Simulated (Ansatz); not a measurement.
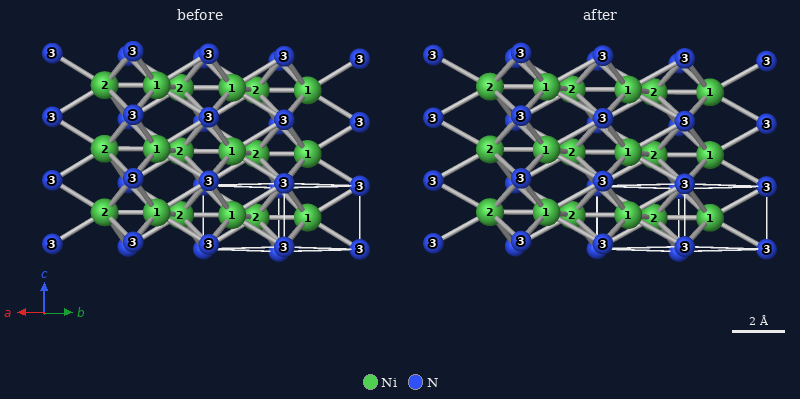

The structure of solid Ni2N (a generated structure, set up in P6/mmm) (coarse preliminary run) before (left) and after (right) a relaxation, at one scale.

Style: ball-and-stick. Shown: the cell of the calculation, repeated 3 × 1 × 3 with one cell outlined, from a free direction.

Level of theory: DFT PBE, scalar-relativistic, plane waves, PAW in Ansatz. (plane-wave cutoff 420 eV; k-point mesh 6 × 6 × 8; occupations gaussian; smearing width 0.1 eV; collinear spin; cell and atoms relaxed; force threshold 0.04 eV/Å; at most 70 steps)

**Describe what moved and what it gained.**

No atom moves by more than 0.005 Å relative to the cell. Cell: a = b 3.523 → 3.818 Å (+8.4 %), c 2.479 → 2.446 Å (−1.3 %). Volume +15.9 %. Near-neighbour distances that change, for instance: Ni1–Ni2 2.034 → 2.204 Å, Ni1–N3 2.382 → 2.521 Å, Ni1–Ni1 2.479 → 2.446 Å. The space group stays P6/mmm (No. 191). After 5 accepted moves (7 points after the start) the energy has fallen by 0.658 eV per cell of the calculation. All forces vanish by symmetry, so only the cell relaxes. Pressure: 40.18 GPa at the start and 0.18 GPa at the end. The SCF was repeated twice at an unchanged geometry on a basis and grid sized afresh for the cell, which shifted the energy by 26.0 meV per cell of the calculation at most. The run took 29 s on 1 thread of Arm Neoverse V2, with other jobs on the host, peak memory 0.33 GiB.
